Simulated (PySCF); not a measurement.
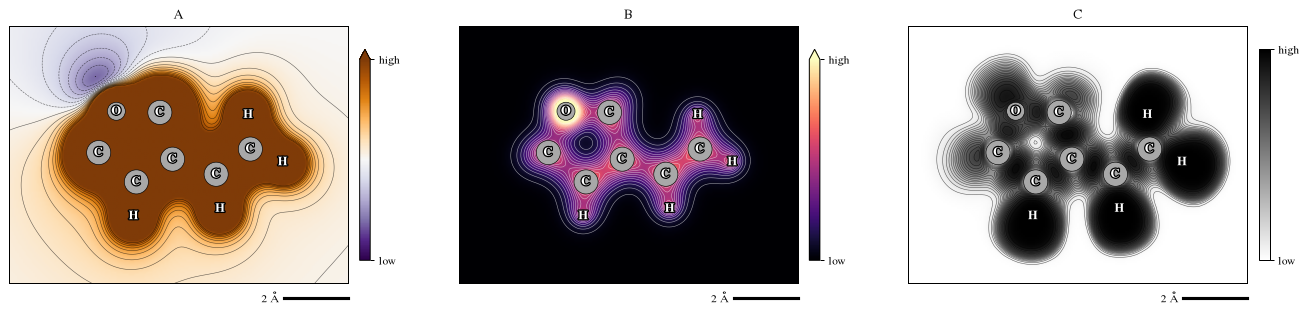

C6H7FO: 3 fields on the plane of atoms C2, C3 and C7, with unlabelled colour scales. Grey discs cover the atomic cores.

Geometry: GFN2-xTB.

All numbers below come from PySCF 2.14.0, PBE0/pcSseg-1, SCF density, gas phase, non-relativistic.

Input

```
{"job": {"kind": "nmr", "xc": "PBE0", "basis": "pcSseg-1"}, "charge": 0, "multiplicity": 1}
C     -2.508472     0.130778    -0.245524
C     -1.537360    -0.625241     0.255880
C     -0.135406    -0.288763     0.216495
C      0.894398    -0.929147     0.776983
C      2.165475    -0.203735     0.484802
O      1.793072     0.812208    -0.444270
C      0.425091     0.950112    -0.449514
F      0.057067     2.073194     0.297213
H     -3.541043    -0.165216    -0.178505
H     -2.307895     1.075649    -0.720803
H     -1.765551    -1.563024     0.745506
H      0.867624    -1.827503     1.363425
H      2.924107    -0.832637     0.008833
H      2.597126     0.243310     1.390903
H      0.067351     1.158006    -1.465785
```

Command:

```sh
OMP_NUM_THREADS=1 python probes_run.py task.json out
```

Which field does each panel show? The fields are: electron density, electron localisation function and electrostatic potential.

Panel A: electrostatic potential (strongly positive close to the atoms, with negative regions outside electron-rich atoms). Panel B: electron density. Panel C: electron localisation function. From the grid: C–C (1.33 Å): the density is about 2.3 e/Å³ at the midpoint; the ELF peaks at about 0.95 between the atoms (a multiple bond). C–O (1.37 Å): the density is about 2.3 e/Å³ at the midpoint, with its minimum of 2 e/Å³ about 0.5 Å from C; the ELF peaks at about 0.90 between the atoms: a polar covalent bond.
